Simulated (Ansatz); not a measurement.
# Calculations on AlPN₂H₈O

Part 1: Relaxation

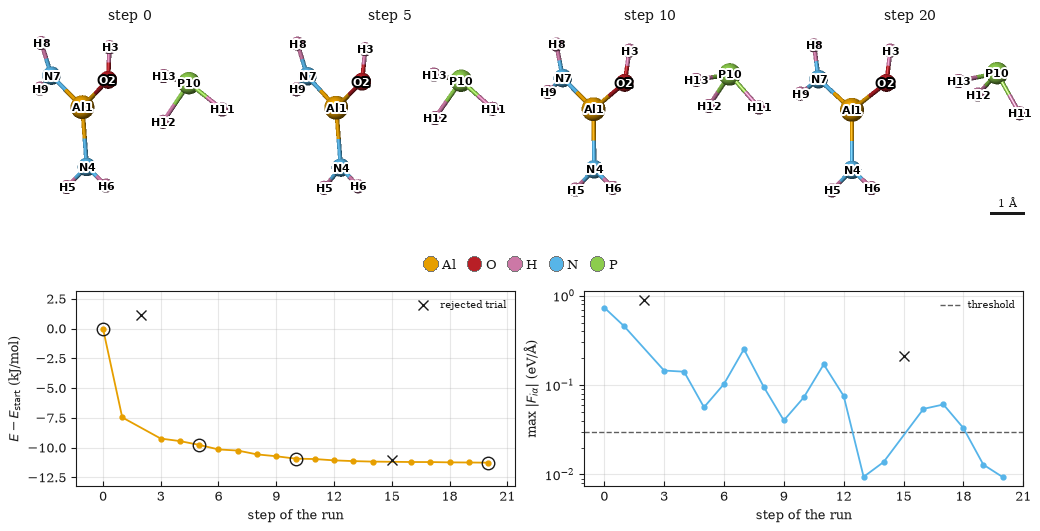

Frames of a relaxation of AlPN₂H₈O, marked on the history of the run. The picture is a ball-and-stick view, seen face on.

The run prepares an end point of a later path (reaction) calculation, from a guessed geometry.

These are results of Ansatz 0.2.0, RKS B3LYP/6-31G*, not measurements. (no spin polarisation; force threshold 0.03 eV/Å; at most 50 steps)

What happens along the run?

Answer. The energy falls by 11.3 kJ/mol in 18 accepted moves (20 points after the start). The largest force component goes from 0.74 to 0.0093 eV/Å. The line search rejected the trial steps at points 2, 15 of the run. The forces were under the threshold at step 13, but the run went on from there. The atom that moves furthest after the best rigid fit is H12 (1.40 Å). By element the largest moves are H 1.40 Å, P 0.92 Å, N 0.48 Å, Al 0.32 Å, O 0.22 Å. Some distances before and after: Al1–P10 3.488 → 4.560 Å, Al1–O2 1.757 → 1.721 Å. Among the angles between lasting bonds that change: Al1–O2–H3 118.0° → 120.7°. The run took 57 s on 2 threads of Arm Neoverse V2 (shared host), peak memory 0.22 GiB. From step 0 to 5: H12 moves most (0.41 Å), energy −9.77 kJ/mol. From step 5 to 10: H12 moves most (0.60 Å), energy −1.15 kJ/mol. From step 10 to 20: H12 moves most (0.43 Å), energy −0.34 kJ/mol.

```
step  E − E(0), kJ/mol  largest force component, eV/Å      note
   0              0.00                         0.7365          
   1             -7.46                         0.4551          
   2              1.15                         0.8931  rejected
   3             -9.23                         0.1454          
   4             -9.45                         0.1412          
   5             -9.77                         0.0564          
   6            -10.15                         0.1028          
   7            -10.24                         0.2522          
   8            -10.56                         0.0949          
   9            -10.72                         0.0402          
  10            -10.92                         0.0728          
  11            -10.95                         0.1706          
  12            -11.06                         0.0755          
  13            -11.12                         0.0094          
  14            -11.17                         0.0138          
  15            -11.04                         0.2130  rejected
  16            -11.20                         0.0542          
  17            -11.20                         0.0607          
  18            -11.23                         0.0330          
  19            -11.24                         0.0129          
  20            -11.26                         0.0093
```

Limits of the set-up: the start holds two separate molecules, 2.2 Å apart at their closest, whose relative position is a soft coordinate and is computed without a dispersion correction.

Part 2: Relaxation

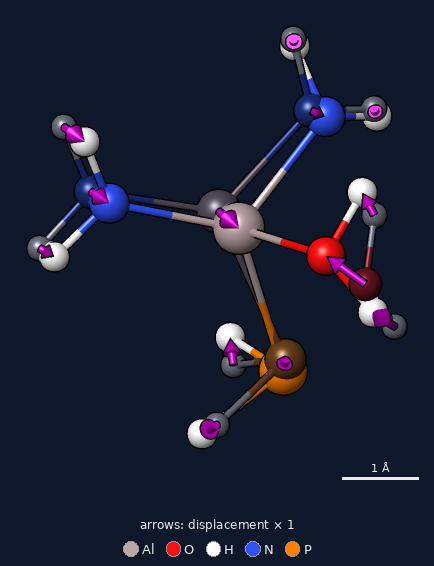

This is a relaxation of AlPN2H8O. The starting structure is drawn faded, the final one solid; purple arrows show the displacements, at their true length. The two geometries are superimposed by the best rigid fit.

The picture is a ball-and-stick view, seen at a tilt.

The run prepares an end point of a later path (reaction) calculation, from a guessed geometry.

Computed with RKS B3LYP/6-31G* (Ansatz 0.2.0). (no spin polarisation; force threshold 0.03 eV/Å; at most 50 steps)

Describe the change and its energy.

The largest moves after the best rigid fit, 0.65 Å, are those of O and H atoms. Largest moves by element: H 0.65 Å, O 0.64 Å, Al 0.45 Å, N 0.34 Å, P 0.26 Å. Near-neighbour distances that change, for instance: Al–O 2.971 → 2.056 Å, Al–H 2.664 → 2.178 Å, Al–P 2.299 → 2.375 Å, Al–N 1.809 → 1.866 Å. New bonds form, among them: Al–O (2.97 → 2.06 Å). Among the angles between lasting bonds that change: Al–N–H 124.1° → 118.7°, N–Al–P 126.3° → 121.0°, H–O–H 102.9° → 107.8°. Over 15 accepted moves (18 points after the start) the energy falls by 0.480 eV. The largest force component goes from 0.77 to 0.012 eV/Å. The line search rejected the trial steps at points 1, 8, 17 of the run. The forces were under the threshold at step 12, but the run went on from there. Cost: 55 s on 2 threads of Arm Neoverse V2, with other jobs on the host, peak memory 0.22 GiB.

Limits of the set-up: the start holds two separate molecules, 2.2 Å apart at their closest, whose relative position is a soft coordinate and is computed without a dispersion correction.

Part 3: Path

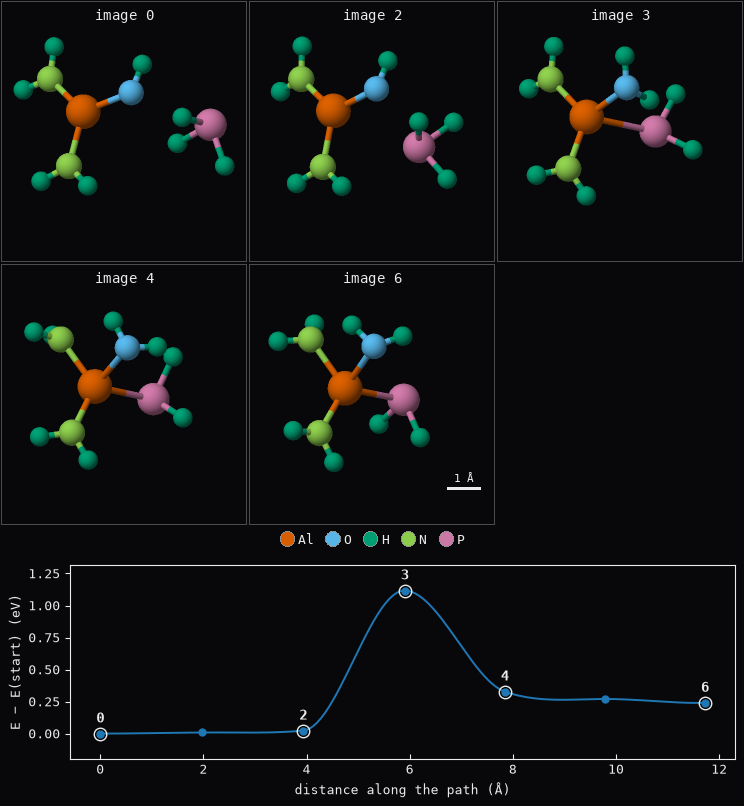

NEB run on AlPN2H8O, made up at the start of AlN2H5O and PH3. Images are numbered from 0 (start) to 6 (end). Style: ball-and-stick. Shown at a tilt.

Computed with Ansatz, RKS B3LYP/6-31G*. Set-up: 5 movable images; climbing image; force threshold 0.03 eV/Å; iteration limit 60; starting path through a guess of the saddle point.

**Describe the mechanism and the energy profile.**

Forward barrier 1.12 eV, backward barrier 0.88 eV, with image 3 at the top; the reaction energy is +0.24 eV. Breaking: H–P (1.42 → 3.24 Å). Forming: Al–P (4.56 → 2.37 Å), H–O (2.55 → 0.97 Å). The band converged in 31 iterations. The largest component of the band force went from 16 to 0.021 eV/Å. The climbing image converged on the top of the path. Its vibrational analysis gives 2 imaginary modes over 30i cm⁻¹, so it isn't confirmed as a transition state.

Limits of the set-up: the start holds two separate molecules, 2.6 Å apart at their closest, whose relative position is a soft coordinate and is computed without a dispersion correction.
